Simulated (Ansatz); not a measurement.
The figure comes from a scan of Rh (fcc, Cu type): a phonon pattern at L = (0.5, 0.0, 0.0) is frozen into a 2-atom cell, Q being the largest atomic displacement. Computed with PBE (plane waves to 420 eV, PAW, scalar-relativistic; Ansatz, a program for electronic structure). k mesh 21×21×21 (Γ-centred), Fermi-Dirac smearing 0.05 eV. Energies are smeared free energies. With partly filled bands, energies and forces of such displacements shift with the k mesh and the smearing. Rh is run without spin polarisation. Rh was relaxed with its symmetry unable to fall. ΔE is measured from the undisplaced structure.

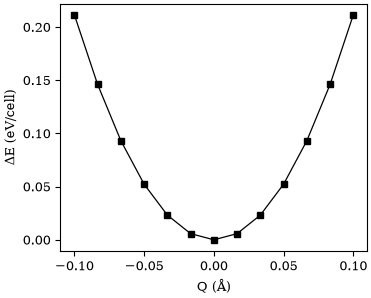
Figure: ΔE (eV/cell) against Q (Å); one marker a computed point.

Task: Read the plotted values off the figure, to the accuracy that the plot allows.

Result: To the nearest 0.005:

| Q (Å) | ΔE (eV/cell) |
|---|---|
| -0.100 | 0.210 |
| -0.083 | 0.145 |
| -0.067 | 0.095 |
| -0.050 | 0.050 |
| -0.033 | 0.025 |
| -0.017 | 0.005 |
| 0.000 | 0.000 |
| 0.017 | 0.005 |
| 0.033 | 0.025 |
| 0.050 | 0.050 |
| 0.067 | 0.095 |
| 0.083 | 0.145 |
| 0.100 | 0.210 |

(A displaced cell: forces are minus the slopes of the energy, force constants its curvatures, and phonons follow from these.)
